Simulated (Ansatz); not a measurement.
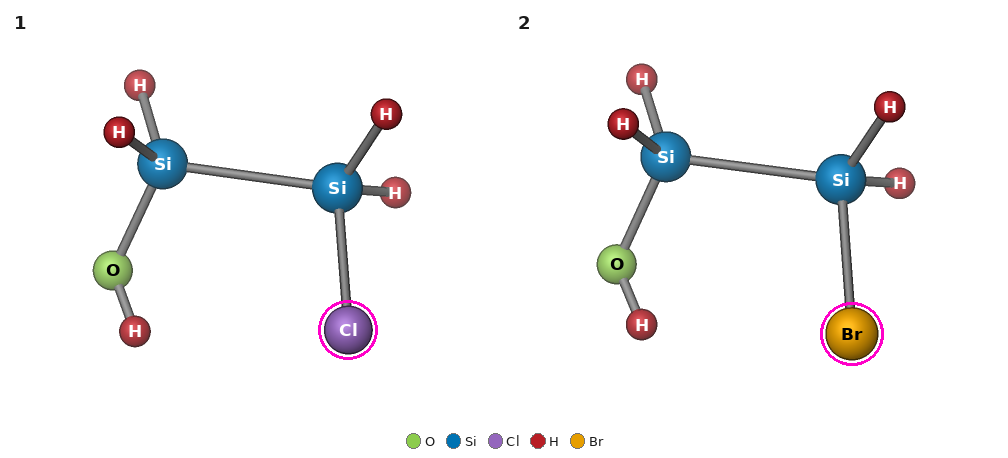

2 molecules with one skeleton, seen from the same side and at one scale; the atom that differs is circled. Charge 0, singlet. Computed geometries: PBE0-D4/def2-TZVP optimisations, one conformation each. Properties computed with Ansatz 0.2.0.

One atom differs, called X below: Cl in panel 1, Br in panel 2. Their formulas are ClH5OSi2 (`O[SiH2][SiH2]Cl`), BrH5OSi2 (`O[SiH2][SiH2]Br`).

In which is the length of X–Si larger (PBE0-D4/def2-TZVP)?

In panel 2 (X = Br).

In which is the HOMO–LUMO gap larger (revPBE-D4/def2-TZVPP)?

In panel 1 (X = Cl).

Give the values. With PBE0-D4/def2-TZVP: length of X–Si (Å), angle Si–Si–X (°). With revPBE-D4/def2-TZVPP: HOMO energy (Kohn–Sham orbital) (eV), HOMO–LUMO gap (eV).

```csv
quantity,1 (Cl),2 (Br),2 − 1
length of X–Si (Å),2.078,2.247,+0.169
angle Si–Si–X (°),104.0,103.2,−0.8
HOMO energy (Kohn–Sham orbital) (eV),−6.67,−6.65,+0.02
HOMO–LUMO gap (eV),4.94,4.79,−0.15
```
